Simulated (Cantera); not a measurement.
Input: 1 mol CO2, a varied amount of H2, 6.4 mol N2, at 2648.15 K and 0.000990 bar.

Method: chemical equilibrium by Gibbs-energy minimisation in Cantera with the NASA 1993 tables (ideal gas, pure condensed phases). Candidate condensed phases: C, C6H6, C7H8, C8H18, H2O; 136 gas species. The numbers say what is thermodynamically allowed, not how fast it happens.

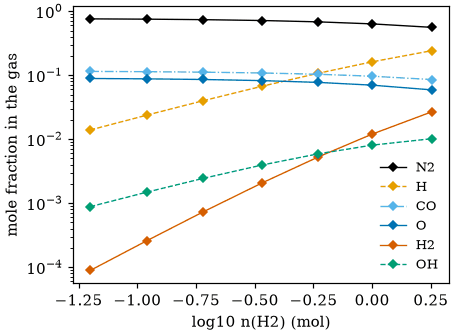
Figure. Equilibrium gas composition (values under 1e-9 drawn at 1e-9)

Q: Read off the mole fractions at 0.59 mol H2.

A: N2 about 0.68, H about 0.11, CO about 0.10, O about 0.077, OH about 0.0059, H2 about 0.0053.
